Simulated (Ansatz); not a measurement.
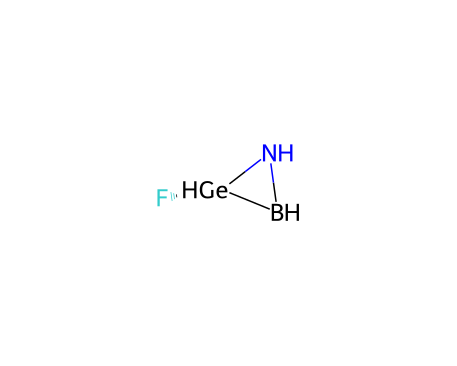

Skeletal drawing of a molecule.

Write the SMILES.

Answer. [F][Ge@H]1[BH][NH]1

What is the molecular formula?

Answer. BFGeH3N.

An optimisation with PBE0-D4/def2-TZVP gave a structure of which point group?

Answer. C1.

More results for the same structure follow; atom numbers are the same in all pictures, views and colours differ. The geometry was computed by an optimisation with PBE0-D4/def2-TZVP.

### Shape

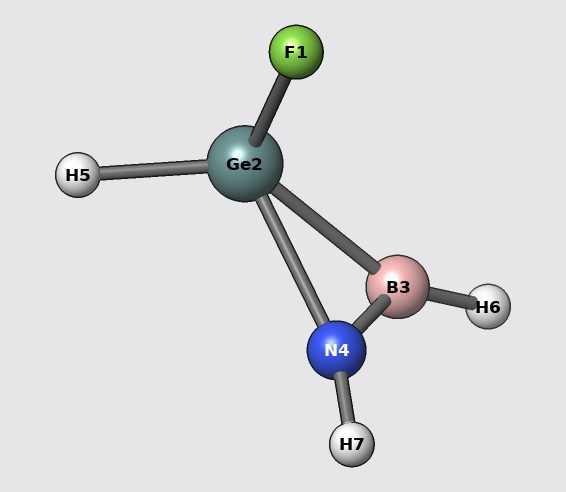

Atoms carry their numbers in the input.

Which bond is the longest?

Answer. Ge2–B3, 2.008 Å.

What is the dihedral angle F1–Ge2–N4–B3?

Answer. 113° in size, that is anticlinal.

### Levels of theory compared

Program: Ansatz 0.2.0.

Tabulate HOMO–LUMO gap (eV), dipole (D), HOMO energy (eV) at these levels: B3LYP-D4/def2-TZVPP; PBE-D4/def2-TZVPP; r2SCAN-D4/def2-TZVPP; ωB97M-V/def2-TZVPP.

| level | HOMO–LUMO gap (eV) | dipole (D) | HOMO energy (eV) |
| --- | --- | --- | --- |
| B3LYP-D4/def2-TZVPP | 6.26 | 2.36 | −7.19 |
| PBE-D4/def2-TZVPP | 4.63 | 2.25 | −6.24 |
| r2SCAN-D4/def2-TZVPP | 5.15 | 2.35 | −6.48 |
| ωB97M-V/def2-TZVPP | 10.69 | 2.36 | −9.45 |

### Charges

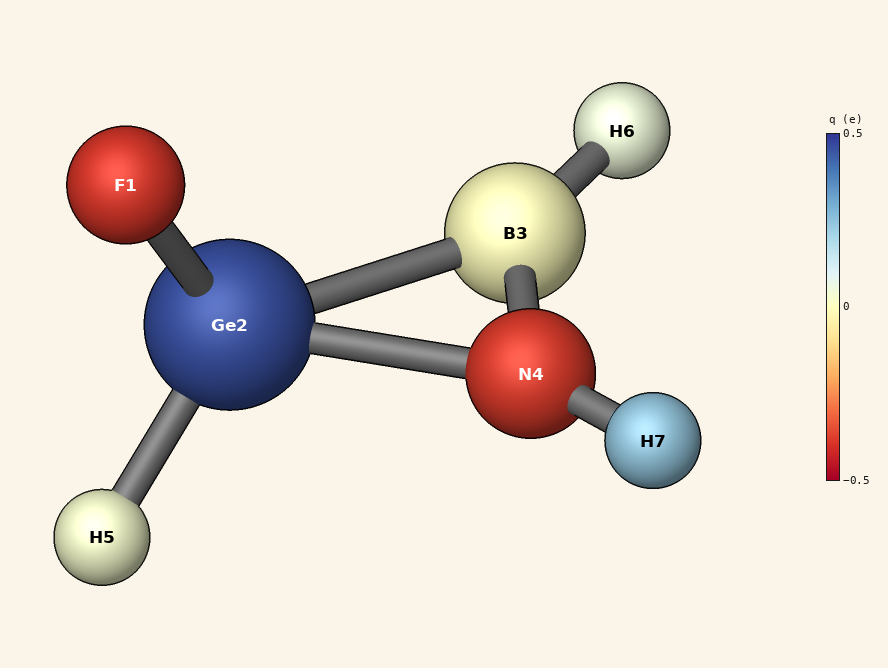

Atoms are coloured by their Mulliken charges. Method: RKS PBE0-D4/def2-TZVP (Ansatz 0.2.0).

Give the Mulliken charges atom by atom.

```tsv
atom	value (e)
F1	−0.38
Ge2	0.46
B3	0.00
N4	−0.38
H5	0.03
H6	0.05
H7	0.23
```

### Vibrations

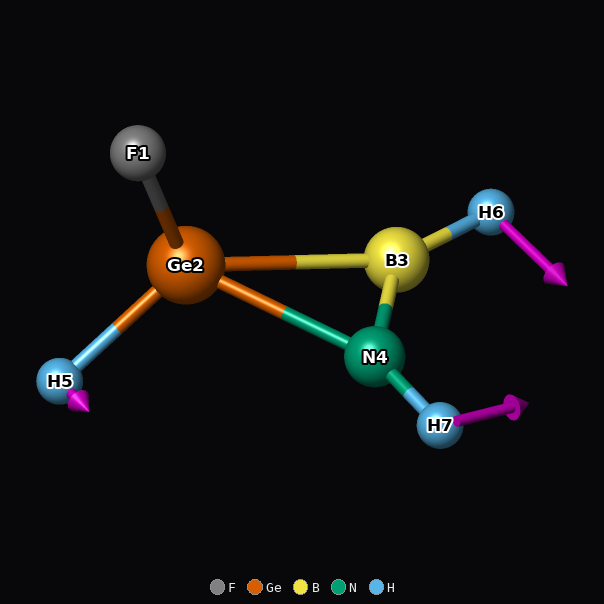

The arrows show one normal mode. Harmonic vibrations computed with RKS PBE0-D4/def2-TZVP (Ansatz 0.2.0) at a stationary point of the same level.

What kind of motion is it?

Answer. Mostly angle bending.

Estimate its harmonic wavenumber.

Answer. 859 cm⁻¹; it is mode 10 of 15 counted from the lowest.

Mulliken values depend strongly on the basis set and can even reverse the polarity of a bond.
